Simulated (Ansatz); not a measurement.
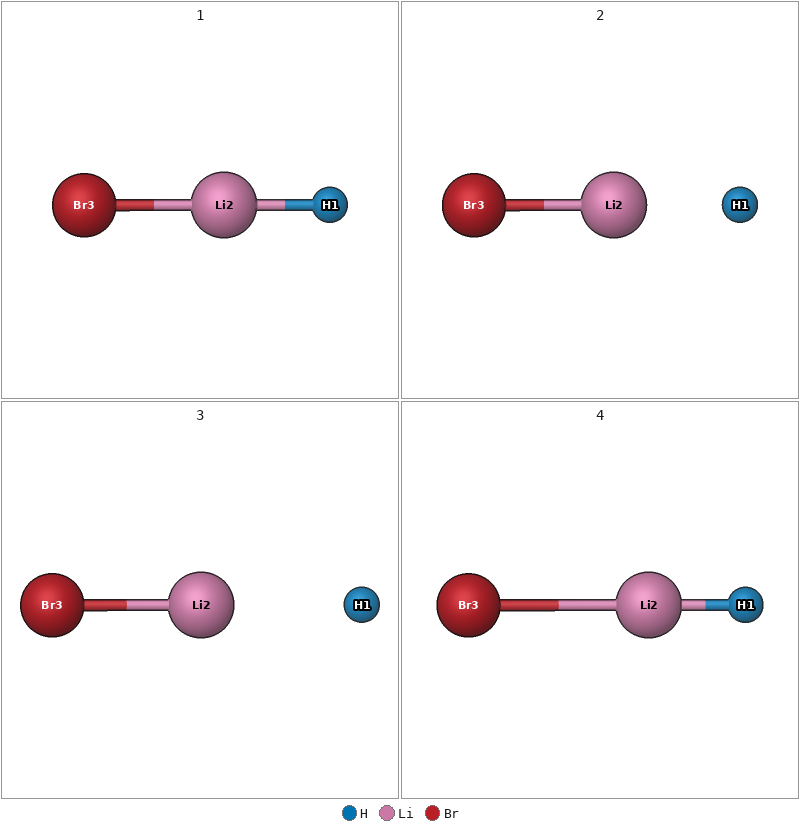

The system H⁻ + LiBr. First axis: distance H1–Li2. Second axis: distance Li2–Br3. Nothing is relaxed (the angle H1–Li2–Br3 is fixed at 180 degrees). The grid has 11 × 11 points. Points are written as (first, second). Energies are in kJ/mol, from H with charge -1 far from the relaxed LiBr (each part in its own basis). The reference is spin-restricted, so regions where a bond is pulled apart into radicals lie too high. Theory: Ansatz, RKS wB97X-V/def2-TZVPD.

The numbered pictures are structures from this grid.

### Rank them by energy, lowest first.

1, at (1.758 Å, 2.318 Å): −332 kJ/mol; 2, at (2.096 Å, 2.318 Å): −311 kJ/mol; 4, at (1.606 Å, 2.990 Å): −296 kJ/mol; 3, at (2.667 Å, 2.470 Å): −252 kJ/mol.

The map, with the structures marked:

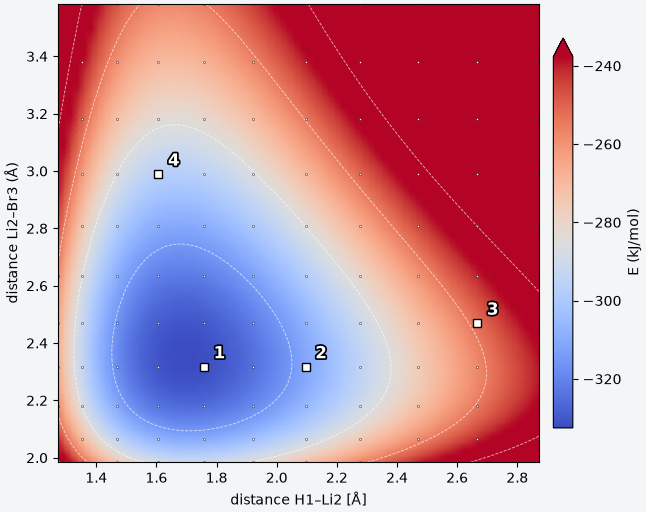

In the figure: a smooth colour map with a few white contour lines, dots at the grid points, one colour for all values above the top of the scale. Between grid points the surface is interpolated.
